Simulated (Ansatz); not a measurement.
# Geometry relaxation, with input and output: AlPNH4OF (part 1 of 2)

System: AlPNH4OF, SMILES [NH2][Al]([F])[PH]O.
Method: HF/STO-3G, RHF (Ansatz 0.2.0).

The geometry comes from this level: PBE0-D4/def2-TZVP. Figures and captions count atoms from 1; the log counts them from 0 in places.

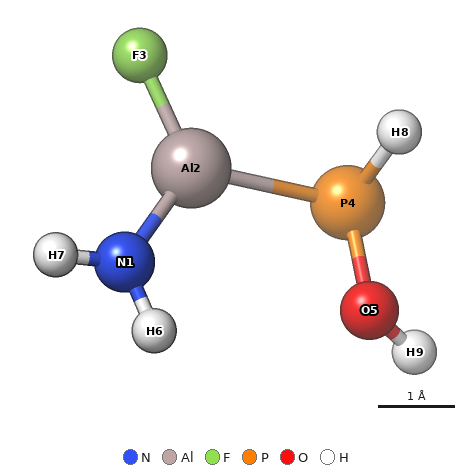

Figure 1. The input geometry (ball-and-stick view, seen at a tilt; atoms are numbered from 1 in the order of the input). Sticks mark near contacts. Bond lengths as drawn: Al–F 1.65 Å, Al–N 1.75 Å, Al–P 2.33 Å, H–N 1.01 Å, H–O 0.96 Å, H–P 1.43 Å and O–P 1.68 Å.

**Summary**

| quantity | value |
| --- | --- |
| outcome | converged |
| total energy | −803.960181 hartree |
| basis functions | 37 |
| largest force | 0.002 eV/Å |
| SCF solution under orbital rotations | stable |
| HOMO | −6.32 eV |
| LUMO | 9.80 eV |
| dipole moment | 0.65 D |
| hardware | 1 thread of Intel Xeon @ 2.50GHz (Skylake/Cascade Lake), 16 GiB of memory available, shared host |
| wall time | 70 s |
| peak memory | 0.19 GiB |

**Input**
```yaml
basis:
  gaussian:
    orbitals: STO-3G
crystal:
  periodic: [false, false, false]
  atoms:
    - {symbol: "N", position_ang: [1.489200, 1.004600, -0.185800]}
    - {symbol: Al, position_ang: [0.882400, -0.572900, 0.285200]}
    - {symbol: F, position_ang: [1.905300, -1.677400, 0.966000]}
    - {symbol: P, position_ang: [-1.322700, -1.196100, -0.158400]}
    - {symbol: O, position_ang: [-1.889900, 0.351100, -0.471500]}
    - {symbol: H, position_ang: [0.893900, 1.722700, -0.565900]}
    - {symbol: H, position_ang: [2.431700, 1.338900, -0.072400]}
    - {symbol: H, position_ang: [-1.643200, -1.310200, 1.230300]}
    - {symbol: H, position_ang: [-2.658100, 0.293000, -1.044600]}
hamiltonian:
  xc: hf
relax:
  f_tol: 0.002
output:
  orbitals: {seedname: orbitals}
```

Launched with:
```bash
ansatz run in.yaml --threads 1 --pin off --max-ram 3480MiB --events-out events.jsonl --progress --plain --runs-dir runs
```

**Log**
```
The last accepted step is kept in runs//last_step.txt (removed where the run ends without a failure and the disk answers)
Functional definition: HF
  name "HF"
  exchange = exact_x
  correlation = 0
506 factors; integrals over basis functions are off by at most 1.1e-5 eV
mean field evaluation 1: about -21872.8784 eV, gradient 3.0e1 eV
mean field evaluation 2: about -21872.9687 eV, gradient 3.0e1 eV
mean field evaluation 4: about -21876.5473 eV, gradient 1.6e0 eV
mean field evaluation 8: about -21876.5631 eV, gradient 4.7e-4 eV
mean field -21876.56314201 eV, -803.9488670018 hartree, gradient 7.9e-6 eV, S^2 0.000000; 0 other end points of the search recorded, 0 dependent functions left out
the calculation of the forces begins
reference -21876.56314201 eV, -803.9488670018 hartree; 28, 28 occupied and 9, 9 virtual orbitals, 506 factors
relax step   1: F+E_penalty+E_count = -21876.56314201 eV  Δ(F+E_penalty+E_count) = +0.000e0 eV  max|allowed force component| = 2.181e0 eV/Å  Δτ_max = 0.0000 Å  (25 SCF iters, accepted)
these checks for a lower state are left out or cut short: starts, cluster_reference, orbital_swaps, neighbouring_geometries, increment
506 factors; integrals over basis functions are off by at most 1.5e-5 eV
mean field evaluation 16: about -21876.6798 eV, gradient 8.7e-5 eV
mean field -21876.67975662 eV, -803.9531525097 hartree, gradient 1.3e-5 eV, S^2 0.000000; 0 other end points of the search recorded, 0 dependent functions left out
[... from here on the field's lines of each further geometry are left out, up to the last ...]
relax step   2: F+E_penalty+E_count = -21876.67975662 eV  Δ(F+E_penalty+E_count) = -1.166e-1 eV  max|allowed force component| = 1.779e0 eV/Å  Δτ_max = 0.1639 Å  (29 SCF iters, accepted)
relax step   3: F+E_penalty+E_count = -21876.75221343 eV  Δ(F+E_penalty+E_count) = -7.246e-2 eV  max|allowed force component| = 2.034e0 eV/Å  Δτ_max = 0.1834 Å  (29 SCF iters, accepted)
relax step   4: F+E_penalty+E_count = -21876.74629429 eV  Δ(F+E_penalty+E_count) = +5.919e-3 eV  max|allowed force component| = 1.759e0 eV/Å  Δτ_max = 0.2000 Å  (29 SCF iters, rejected (line search))
relax step   5: F+E_penalty+E_count = -21876.85274936 eV  Δ(F+E_penalty+E_count) = -1.005e-1 eV  max|allowed force component| = 5.727e-1 eV/Å  Δτ_max = 0.0965 Å  (30 SCF iters, accepted)
relax step   6: F+E_penalty+E_count = -21876.86311522 eV  Δ(F+E_penalty+E_count) = -1.037e-2 eV  max|allowed force component| = 2.083e-1 eV/Å  Δτ_max = 0.1000 Å  (30 SCF iters, accepted)
relax step   7: F+E_penalty+E_count = -21876.86656018 eV  Δ(F+E_penalty+E_count) = -3.445e-3 eV  max|allowed force component| = 3.625e-2 eV/Å  Δτ_max = 0.0497 Å  (22 SCF iters, accepted)
relax step   8: F+E_penalty+E_count = -21876.86690647 eV  Δ(F+E_penalty+E_count) = -3.463e-4 eV  max|allowed force component| = 8.144e-2 eV/Å  Δτ_max = 0.0497 Å  (23 SCF iters, accepted)
relax step   9: F+E_penalty+E_count = -21876.86652443 eV  Δ(F+E_penalty+E_count) = +3.820e-4 eV  max|allowed force component| = 1.703e-1 eV/Å  Δτ_max = 0.0491 Å  (23 SCF iters, rejected (line search))
relax step  10: F+E_penalty+E_count = -21876.86846150 eV  Δ(F+E_penalty+E_count) = -1.555e-3 eV  max|allowed force component| = 2.300e-2 eV/Å  Δτ_max = 0.0239 Å  (24 SCF iters, accepted)
relax step  11: F+E_penalty+E_count = -21876.86928777 eV  Δ(F+E_penalty+E_count) = -8.263e-4 eV  max|allowed force component| = 1.790e-2 eV/Å  Δτ_max = 0.0429 Å  (23 SCF iters, accepted)
relax step  12: F+E_penalty+E_count = -21876.86914506 eV  Δ(F+E_penalty+E_count) = +1.427e-4 eV  max|allowed force component| = 1.776e-1 eV/Å  Δτ_max = 0.1393 Å  (29 SCF iters, rejected (line search))
relax step  13: F+E_penalty+E_count = -21876.87028683 eV  Δ(F+E_penalty+E_count) = -9.991e-4 eV  max|allowed force component| = 3.375e-2 eV/Å  Δτ_max = 0.0681 Å  (23 SCF iters, accepted)
relax step  14: F+E_penalty+E_count = -21876.87040980 eV  Δ(F+E_penalty+E_count) = -1.230e-4 eV  max|allowed force component| = 9.893e-2 eV/Å  Δτ_max = 0.0733 Å  (23 SCF iters, accepted)
relax step  15: F+E_penalty+E_count = -21876.87077551 eV  Δ(F+E_penalty+E_count) = -3.657e-4 eV  max|allowed force component| = 4.038e-2 eV/Å  Δτ_max = 0.0113 Å  (24 SCF iters, accepted)
relax step  16: F+E_penalty+E_count = -21876.87079548 eV  Δ(F+E_penalty+E_count) = -1.998e-5 eV  max|allowed force component| = 3.317e-2 eV/Å  Δτ_max = 0.0029 Å  (25 SCF iters, accepted)
relax step  17: F+E_penalty+E_count = -21876.87036909 eV  Δ(F+E_penalty+E_count) = +4.264e-4 eV  max|allowed force component| = 5.416e-2 eV/Å  Δτ_max = 0.0165 Å  (24 SCF iters, rejected (line search))
relax step  18: F+E_penalty+E_count = -21876.87091184 eV  Δ(F+E_penalty+E_count) = -1.164e-4 eV  max|allowed force component| = 1.231e-2 eV/Å  Δτ_max = 0.0080 Å  (25 SCF iters, accepted)
relax step  19: F+E_penalty+E_count = -21876.87094902 eV  Δ(F+E_penalty+E_count) = -3.718e-5 eV  max|allowed force component| = 1.458e-2 eV/Å  Δτ_max = 0.0165 Å  (24 SCF iters, accepted)
relax step  20: F+E_penalty+E_count = -21876.87098233 eV  Δ(F+E_penalty+E_count) = -3.331e-5 eV  max|allowed force component| = 6.699e-3 eV/Å  Δτ_max = 0.0045 Å  (25 SCF iters, accepted)
relax step  21: F+E_penalty+E_count = -21876.87099208 eV  Δ(F+E_penalty+E_count) = -9.745e-6 eV  max|allowed force component| = 7.029e-3 eV/Å  Δτ_max = 0.0054 Å  (25 SCF iters, accepted)
relax step  22: F+E_penalty+E_count = -21876.87099693 eV  Δ(F+E_penalty+E_count) = -4.849e-6 eV  max|allowed force component| = 6.342e-3 eV/Å  Δτ_max = 0.0054 Å  (25 SCF iters, accepted)
relax step  23: F+E_penalty+E_count = -21876.87099913 eV  Δ(F+E_penalty+E_count) = -2.200e-6 eV  max|allowed force component| = 4.068e-3 eV/Å  Δτ_max = 0.0031 Å  (25 SCF iters, accepted)
relax step  24: F+E_penalty+E_count = -21876.87100007 eV  Δ(F+E_penalty+E_count) = -9.469e-7 eV  max|allowed force component| = 2.326e-3 eV/Å  Δτ_max = 0.0014 Å  (25 SCF iters, accepted)
relax step  25: F+E_penalty+E_count = -21876.87100055 eV  Δ(F+E_penalty+E_count) = -4.732e-7 eV  max|allowed force component| = 2.578e-3 eV/Å  Δτ_max = 0.0008 Å  (25 SCF iters, accepted)
relax step  26: F+E_penalty+E_count = -21876.87100017 eV  Δ(F+E_penalty+E_count) = +3.786e-7 eV  max|allowed force component| = 2.514e-3 eV/Å  Δτ_max = 0.0004 Å  (25 SCF iters, rejected (line search))
the calculation of the forces begins
reference -21876.87100082 eV, -803.9601806045 hartree; 28, 28 occupied and 9, 9 virtual orbitals, 506 factors
relax step  27: F+E_penalty+E_count = -21876.87100082 eV  Δ(F+E_penalty+E_count) = -2.786e-7 eV  max|allowed force component| = 1.283e-3 eV/Å  Δτ_max = 0.0002 Å  (25 SCF iters, accepted)
```

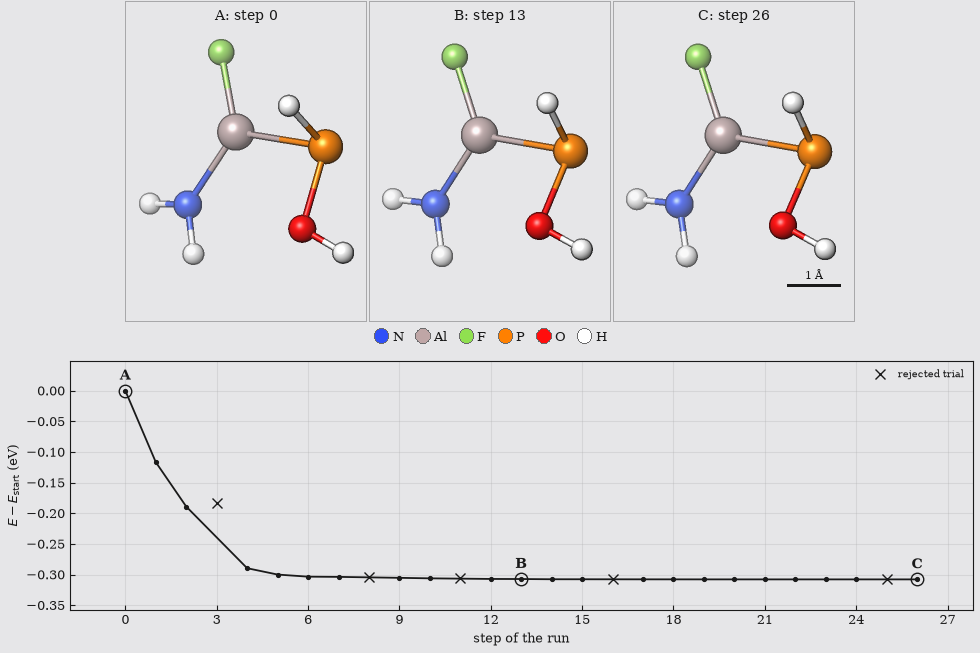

Figure 2. Frames of the relaxation (ball-and-stick view, seen at a tilt) above the curves, on which the letters mark them (the first geometry is step 0 here and step 1 in the log).

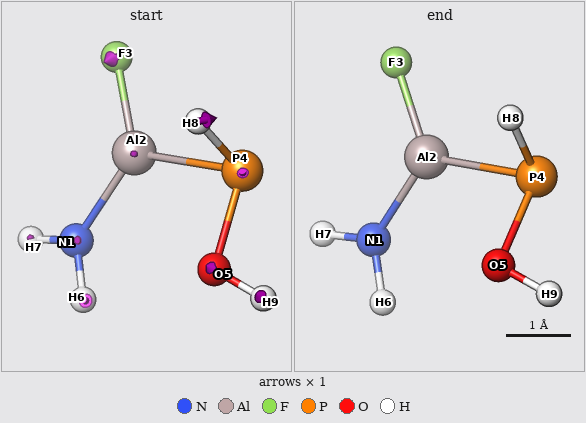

Figure 3. Before (left) and after (right) the relaxation, at one scale (ball-and-stick view, seen at a tilt). The pink arrows give the displacements, at true length. The largest move after the best rigid fit is that of H8, 0.36 Å. By element the largest moves are H 0.36 Å, F 0.34 Å, O 0.23 Å, P 0.19 Å, N 0.11 Å, Al 0.08 Å. Distances before and after: Al2–P4 2.334 → 2.220 Å, N1–Al2 1.755 → 1.712 Å, P4–H8 1.430 → 1.388 Å, Al2–F3 1.652 → 1.612 Å. Among the angles that change: O5–P4–H8 100.3° → 96.7°, N1–Al2–F3 119.8° → 116.2°, P4–O5–H9 109.0° → 105.5°. Over 26 geometry steps the energy falls by 0.308 eV. Largest force component: 2.2 eV/Å at the start, 0.0013 eV/Å at the end. The line search rejected the trial steps at points 3, 8, 11, 16, 25 (counted from 0) and went back. (Atoms are counted from 1 in the order of the input.)

```
506 factors; integrals over basis functions are off by at most 1.3e-5 eV
mean field -21876.87100082 eV, -803.9601806045 hartree, gradient 1.3e-5 eV, S^2 0.000000; 1 other end points of the search recorded, 0 dependent functions left out
the calculation of the forces begins
reference -21876.87100082 eV, -803.9601806045 hartree; 28, 28 occupied and 9, 9 virtual orbitals, 506 factors
Total energy: -21876.87100082 eV, -803.9601806045 hartree
Atom 0 at     1.530667     0.948656    -0.263820 Å, force     0.000514     0.000228    -0.000083 eV/Å
Atom 1 at     0.824964    -0.510858     0.286736 Å, force     0.000083    -0.001079     0.001283 eV/Å
Atom 2 at     1.764362    -1.459113     1.190486 Å, force    -0.000573     0.000958    -0.000886 eV/Å
Atom 3 at    -1.216131    -1.150722    -0.308758 Å, force    -0.000216     0.000044    -0.001098 eV/Å
Atom 4 at    -1.951617     0.397418    -0.260806 Å, force    -0.000240     0.000309    -0.000281 eV/Å
Atom 5 at     1.046940     1.673061    -0.785144 Å, force    -0.000022     0.000005    -0.000004 eV/Å
Atom 6 at     2.454637     1.284988    -0.008874 Å, force    -0.000230    -0.000202     0.000059 eV/Å
Atom 7 at    -1.606563    -1.553894     0.960602 Å, force     0.000408    -0.000151     0.000791 eV/Å
Atom 8 at    -2.758659     0.324164    -0.827522 Å, force     0.000275    -0.000112     0.000218 eV/Å
Dipole moment:    -0.043170     0.037455    -0.123802 e Å
```

**Trajectory as extended XYZ (Å, eV, eV/Å), 27 frames, from step=1 to step=27**
```
9
Properties=species:S:1:pos:R:3:forces:R:3 step=1 energy=-21876.56314
N     1.4892    1.0046   -0.1858   -0.7446  -2.0656   0.5833
Al    0.8824   -0.5729    0.2852   -0.5189  -0.3710  -0.2794
F     1.9053   -1.6774    0.9660   -0.8450   1.1698  -0.6202
P    -1.3227   -1.1961   -0.1584    2.1814  -0.8724   1.3618
O    -1.8899    0.3511   -0.4715    1.0595   1.4412   1.2554
H     0.8939    1.7227   -0.5659   -0.1232   0.4213  -0.1761
H     2.4317    1.3389   -0.0724    0.4436   0.2756   0.0464
H    -1.6432   -1.3102    1.2303   -0.0266   0.4224  -1.1522
H    -2.6581    0.2930   -1.0446   -1.4261  -0.4214  -1.0189
9
Properties=species:S:1:pos:R:3:forces:R:3 step=2 energy=-21876.67976
N     1.4857    0.9588   -0.2131    0.4340  -0.3224   0.1007
Al    0.8775   -0.6185    0.1483    1.7795   0.3625   1.6592
F     1.8460   -1.6079    1.0457   -0.7520   0.8090  -0.9983
P    -1.1975   -1.1594   -0.1988   -1.7310  -0.7626  -0.0758
O    -1.9055    0.3786   -0.3853    0.1679   0.7742  -0.2562
H     0.9286    1.6626   -0.6997    0.3735  -0.0169   0.2141
H     2.3954    1.3482    0.0872   -0.9489  -0.2918  -0.4278
H    -1.6183   -1.2761    1.1287    0.5720  -0.2937  -0.2131
H    -2.7233    0.2675   -0.9301    0.1050  -0.2584  -0.0028
9
Properties=species:S:1:pos:R:3:forces:R:3 step=3 energy=-21876.75221
N     1.4637    0.9651   -0.1883    0.1374  -0.0287   0.1568
Al    0.8302   -0.5730    0.2883    2.0340  -0.8404   0.5536
F     1.9299   -1.6561    0.9313   -1.4692   1.4398  -0.7790
P    -1.2520   -1.1814   -0.1353   -0.2942  -0.1539   0.0885
O    -1.8836    0.3768   -0.4565   -0.0315   0.2354   0.0311
H     0.8554    1.7154   -0.5400    0.6776  -0.2922   0.2113
H     2.4358    1.2989   -0.0565   -1.1515  -0.2097  -0.1788
H    -1.6337   -1.2486    1.2033   -0.0215   0.0321  -0.1859
H    -2.6570    0.2566   -1.0634    0.1189  -0.1825   0.1024
9
Properties=species:S:1:pos:R:3:forces:R:3 step=4 energy=-21876.74629 accepted=F
N     1.4980    0.9361   -0.2709    0.7994   1.7589  -0.1320
Al    0.8423   -0.5463    0.2284   -0.7901  -0.5296   0.0315
F     1.7733   -1.5809    1.0267    0.3657  -0.0573   0.1142
P    -1.2447   -1.1735   -0.2141    0.7143   0.0072   0.1172
O    -1.8883    0.4026   -0.4175   -0.5701  -0.7024  -0.3287
H     1.0249    1.7788   -0.6056   -0.5381  -0.7331  -0.0844
H     2.4077    1.2941    0.0191    0.1851  -0.5958   0.1240
H    -1.6008   -1.3237    1.1147   -0.0454  -0.0367   0.1452
H    -2.7238    0.1665   -0.8978   -0.1208   0.8888   0.0129
9
Properties=species:S:1:pos:R:3:forces:R:3 step=5 energy=-21876.85275
N     1.4815    0.9517   -0.2127    0.3597   0.5727   0.0147
Al    0.8455   -0.5643    0.2663    0.3511  -0.2983   0.1536
F     1.8749   -1.6136    0.9581   -0.3038   0.3864  -0.1969
P    -1.2412   -1.1727   -0.1652   -0.0708  -0.0548   0.0244
O    -1.9001    0.3853   -0.4466   -0.0838  -0.1180  -0.0723
H     0.9353    1.7352   -0.5774    0.1177  -0.3643   0.1114
H     2.4282    1.2902   -0.0112   -0.4354  -0.2458  -0.0816
H    -1.6269   -1.2735    1.1647    0.0069  -0.0125  -0.0061
H    -2.7087    0.2153   -0.9931    0.0583   0.1345   0.0529
9
Properties=species:S:1:pos:R:3:forces:R:3 step=6 energy=-21876.86312
N     1.4934    0.9665   -0.1779   -0.2083  -0.0043  -0.0996
Al    0.8429   -0.5544    0.2646    0.0714   0.0687   0.0004
F     1.8582   -1.5660    1.0048   -0.0486   0.0169  -0.0177
P    -1.2355   -1.1774   -0.2087    0.0004  -0.0752  -0.0592
O    -1.9018    0.3809   -0.4612   -0.0361   0.0423   0.0352
H     0.9755    1.7201   -0.6214    0.0161  -0.0684   0.0320
H     2.4465    1.2708   -0.0195    0.1520   0.0237   0.0565
H    -1.6216   -1.3155    1.1167   -0.0348   0.0089   0.0372
H    -2.7690    0.2285   -0.9145    0.0877  -0.0128   0.0153
9
Properties=species:S:1:pos:R:3:forces:R:3 step=7 energy=-21876.86656
N     1.4901    0.9614   -0.1993   -0.0143  -0.0060  -0.0214
Al    0.8403   -0.5538    0.2579   -0.0061  -0.0009   0.0165
F     1.8498   -1.5632    1.0061    0.0096  -0.0036   0.0053
P    -1.2393   -1.1816   -0.2032   -0.0160   0.0289   0.0171
O    -1.9059    0.3833   -0.4213    0.0362  -0.0113   0.0125
H     0.9672    1.7180   -0.6284   -0.0013   0.0024  -0.0059
H     2.4366    1.2759   -0.0089    0.0122   0.0095   0.0050
H    -1.6171   -1.3308    1.1248   -0.0014  -0.0256  -0.0151
H    -2.7331    0.2446   -0.9448   -0.0189   0.0067  -0.0140
```
